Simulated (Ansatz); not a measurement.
# CCSD/def2-SVP run of C2H5ClSi (SMILES ClC1C[SiH2]1)

What is the energy change on altering one bond length of C2H5ClSi at CCSD/def2-SVP? 

The calculation is run with Ansatz 0.2.0.

84 further runs of the same task are left out: 84 set aside as unsound or not needed.

## (1) The system as given

C2H5ClSi has 9 atoms, charge 0, and is taken as a singlet. As SMILES, `ClC1C[SiH2]1`. Geometry: relaxed at PBE0-D4/def2-TZVP.

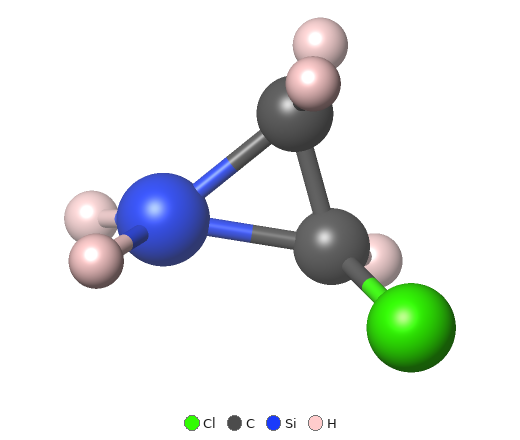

The structure, seen from a chosen angle (chlorine green, carbon dark grey, silicon blue, hydrogen pink).

## (2) A single-point energy at CCSD/def2-SVP

The input, input.yaml:

```yaml
crystal:
  periodic: [false, false, false]
  atoms:
    - {symbol: Cl, position_ang: [-0.610200, -0.416600, -2.254300]}
    - {symbol: C, position_ang: [-0.442600, 0.373500, -0.689900]}
    - {symbol: C, position_ang: [0.930400, 0.305100, -0.014300]}
    - {symbol: Si, position_ang: [-0.417500, -0.575100, 0.903900]}
    - {symbol: H, position_ang: [-0.899600, 1.356600, -0.714500]}
    - {symbol: H, position_ang: [1.659300, -0.322300, -0.518200]}
    - {symbol: H, position_ang: [1.345700, 1.248900, 0.324100]}
    - {symbol: H, position_ang: [-0.452800, -2.048100, 0.838700]}
    - {symbol: H, position_ang: [-1.023900, 0.031800, 2.107300]}
basis:
  gaussian: {orbitals: def2-SVP}
correlation: {method: ccsd, frozen_orbitals: {C: 1, Cl: 5, H: 0, Si: 5}}
accuracy: high
scf: {omitted_lower_state_checks: [cluster_reference, increment]}
```

Run with:

```console
$ ansatz run input.yaml --threads 1 --pin off --max-ram 3480MiB --events-out events.jsonl --progress --plain --runs-dir runs
```

The log of the run, cut to the lines that bear on the results:

```text
Warning: RAYON_NUM_THREADS=1 ignored (pool sized by the plan → 1); use --threads N
Functional definition: HF
  name "HF"
[...]
2017 factors; integrals over basis functions are off by at most 4.1e-9 eV
[...]
mean field -22496.34739226 eV, -826.7255180935 hartree, gradient 1.1e-8 eV, S^2 0.000000; 0 other end points of the search recorded, 0 dependent functions left out
12 core orbitals not correlated: weight in the atoms' cores, before any rotation towards them, 1.000 or more for the frozen orbitals, at most 0.000 for the correlated occupied ones
reference -22496.34739226 eV, -826.7255180935 hartree; 12, 12 occupied and 65, 65 virtual orbitals, 2017 factors
second order -13.90432147 eV of doubles, -0.00000000 eV of singles
cycle   1  -14.74816708 eV  change   -8.4e-1 eV  update   8.4e-2
[...]
cycle  21  -15.23130062 eV  change   -1.0e-9 eV  update   2.2e-9
Total energy: -22511.57869288 eV, -827.2852580672 hartree
Checks for a lower state left out: cluster_reference, increment
```

Wall time 13 s (1 thread of Intel Xeon Platinum 8488C (Sapphire Rapids), shared host); peak memory 0.51 GiB.

## (3) The distorted shape at the same level

The input, input.yaml:

```yaml
basis:
  gaussian:
    orbitals: def2-SVP
crystal:
  periodic: [false, false, false]
  atoms:
    - {symbol: Cl, position_ang: [-0.473113, -0.711503, -2.246921]}
    - {symbol: C, position_ang: [-0.305513, 0.078597, -0.682521]}
    - {symbol: C, position_ang: [1.067487, 0.010197, -0.006921]}
    - {symbol: Si, position_ang: [-0.280413, -0.870003, 0.911279]}
    - {symbol: H, position_ang: [-0.899600, 1.356600, -0.714500]}
    - {symbol: H, position_ang: [1.796387, -0.617203, -0.510821]}
    - {symbol: H, position_ang: [1.482787, 0.953997, 0.331479]}
    - {symbol: H, position_ang: [-0.315713, -2.343003, 0.846079]}
    - {symbol: H, position_ang: [-0.886813, -0.263103, 2.114679]}
total_charge: 0
correlation:
  method: ccsd
  frozen_orbitals: {C: 1, Cl: 5, H: 0, Si: 5}
accuracy: high
scf:
  omitted_lower_state_checks: [cluster_reference, increment]
```

Run with:

```console
$ ansatz run input.yaml --threads 1 --pin off --max-ram 3480MiB --events-out events.jsonl --progress --plain --runs-dir runs
```

The log of the run, cut to the lines that bear on the results:

```text
Warning: RAYON_NUM_THREADS=1 ignored (pool sized by the plan → 1); use --threads N
Functional definition: HF
  name "HF"
[...]
2020 factors; integrals over basis functions are off by at most 3.7e-9 eV
[...]
mean field -22495.20213825 eV, -826.6834307849 hartree, gradient 1.7e-8 eV, S^2 0.000000; 0 other end points of the search recorded, 0 dependent functions left out
12 core orbitals not correlated: weight in the atoms' cores, before any rotation towards them, 1.000 or more for the frozen orbitals, at most 0.000 for the correlated occupied ones
reference -22495.20213825 eV, -826.6834307849 hartree; 12, 12 occupied and 65, 65 virtual orbitals, 2020 factors
second order -14.05242582 eV of doubles, -0.00000000 eV of singles
cycle   1  -14.86780516 eV  change   -8.2e-1 eV  update   9.0e-2
[...]
cycle  21  -15.39734290 eV  change   -1.2e-9 eV  update   2.7e-9
Total energy: -22510.59948114 eV, -827.2492726996 hartree
Checks for a lower state left out: cluster_reference, increment
```

It took 13 s on 1 thread of Intel Xeon Platinum 8488C (Sapphire Rapids), shared host; peak memory 0.51 GiB.

## (4) What came out

Level: CCSD/def2-SVP, 12 core orbitals frozen.

| quantity | value |
| --- | --- |
| first shape: total energy | -827.28526 Eh |
| first shape: correlation energy (12 core orbitals frozen) | -559.7 mEh |
| first shape: T1 diagnostic | 0.011 |
| distorted shape: total energy | -827.24927 Eh |
| distorted shape: correlation energy (12 core orbitals frozen) | -565.8 mEh |
| distorted shape: T1 diagnostic | 0.011 |
| energy change with the C2–H5 bond stretched from 1.084 to 1.410 Å | 0.979 eV |

With the C2–H5 bond stretched from 1.084 to 1.410 Å the energy rises by 0.98 eV (94.5 kJ/mol). The first shape isn't relaxed at this level, so the change isn't measured from a minimum.
